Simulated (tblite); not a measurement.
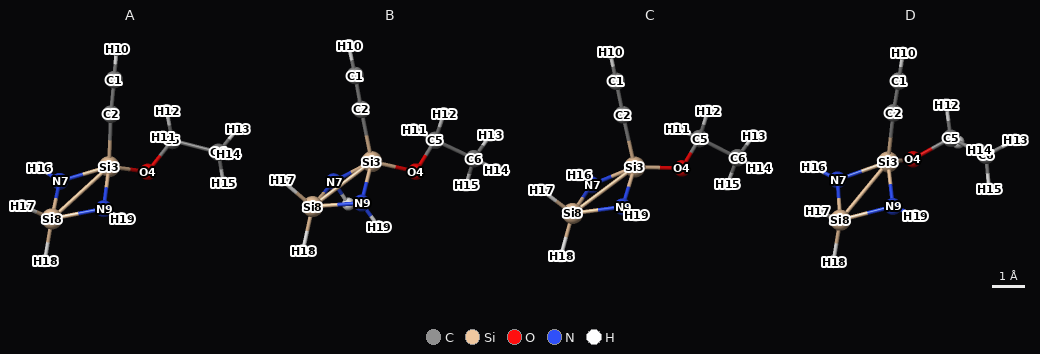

4 geometries from one relaxation of C4H10N2OSi2, in shuffled order. The picture is a ball-and-stick view, seen at a tilt.

Level of theory: GFN2-xTB geometry optimisation, gas phase in tblite. 

Question: Order the frames from highest to lowest energy.

Answer: B, C, A, D. They are steps 0, 24, 151, 228, at +174.2 kJ/mol, +16.4 kJ/mol, +5.62 kJ/mol relative to the last. The largest move after the best rigid fit is that of H16, 2.13 Å. By element the largest moves are H 2.13 Å, O 1.47 Å, C 0.89 Å, N 0.70 Å, Si 0.59 Å. Among the contacts that change: Si3–Si8 2.400 → 2.567 Å, Si3–N9 1.691 → 1.739 Å, Si8–N9 1.695 → 1.739 Å, N7–Si8 1.702 → 1.732 Å. Among the angles between lasting bonds that change: Si3–N7–H16 104.2° → 130.9°, Si3–N9–H19 105.3° → 131.6°, Si8–N7–H16 106.1° → 131.9°. Groups turn about O4–C5 by about 120°, Si3–O4 by about 70°. Over 228 geometry steps the energy falls by 174.2 kJ/mol. Cost: 2.3 s on 1 thread of Arm Neoverse V1, with other jobs on the host.
